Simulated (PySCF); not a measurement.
## Electronic structure of MoO (quintet) in real space

```xyz
2

Mo    0.0000    0.0000   -0.2365
O     0.0000    0.0000    1.4475
```

Core potentials replace the inner electrons of Mo.

All numbers below come from PBE0/def2-TZVPPD, non-relativistic Hamiltonian with scalar-relativistic core potentials where named, at a bond length of 1.684 Å in PySCF.

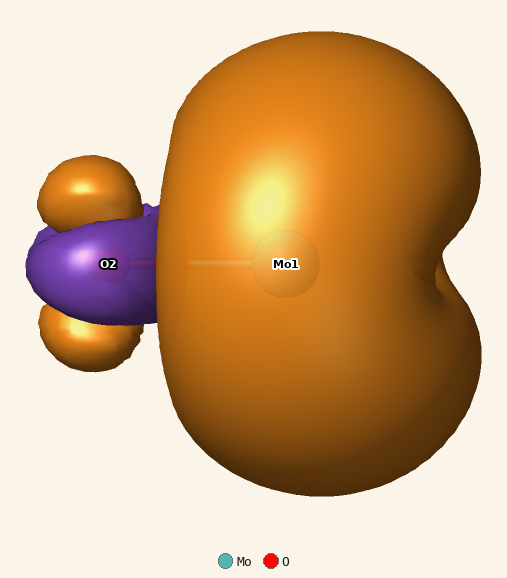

Figure 1. Isosurfaces of the spin density at +0.015 (orange) and −0.015 e/Å³ (purple), seen from one side.

Question: Where is the unpaired spin?

Answer: The unpaired spin (4 electrons) lies mostly on Mo1 (about 4.0), in electrons by Hirshfeld's partition.

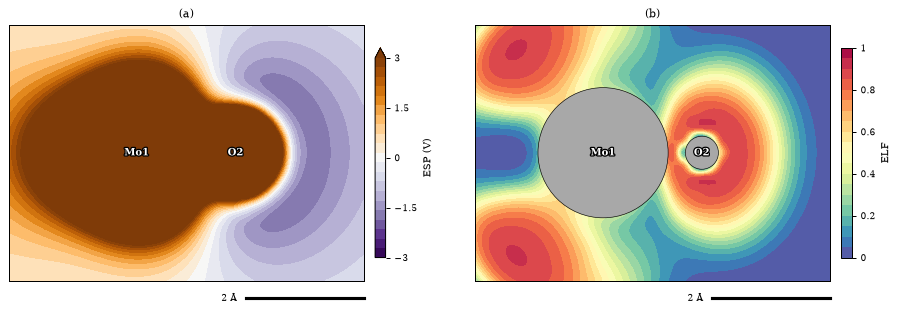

Figure 2. (a) molecular electrostatic potential; (b) ELF on a plane that holds the molecular axis. Grey discs cover the atomic cores in the ELF map.

Question: Describe what can be read from this map.

Answer: The section cuts through Mo and O sites.
Mo–O (1.68 Å): the ELF peaks at about 0.80 in the valence shell of O, 0.6 Å from its nucleus, and is about 0.40 at the midpoint.
Outside the dense part of the molecule the potential is most negative (−1.8 V) near O2.

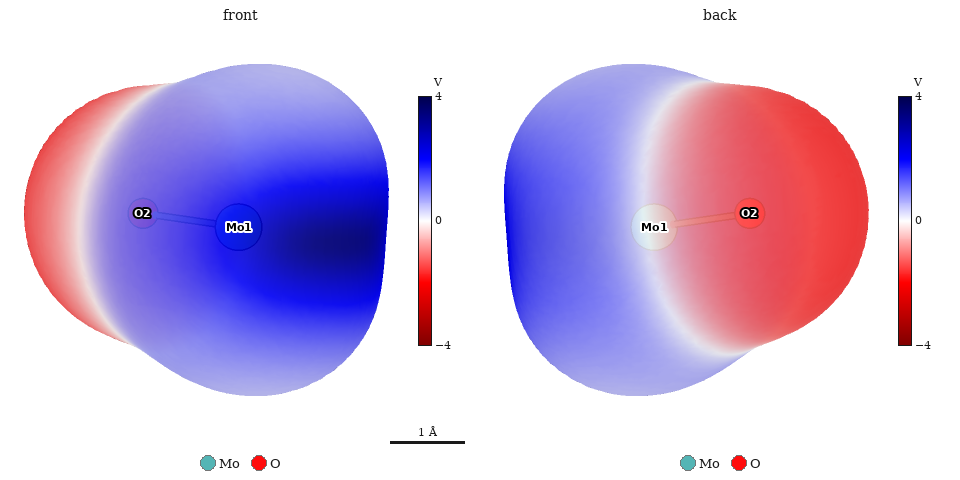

Figure 3. The molecular electrostatic potential painted on the density surface at 0.002 e/bohr³, seen from the front and from behind; the colour scale runs from red (negative) to blue (positive).

Question: Where is the surface potential most negative and most positive?

Answer: The most negative region (about −1.6 V, or −37 kcal/mol for a unit charge) lies over O2, the most positive (about +3.5 V, or +81 kcal/mol for a unit charge) over Mo1. O2 is the likeliest acceptor of a hydrogen bond.
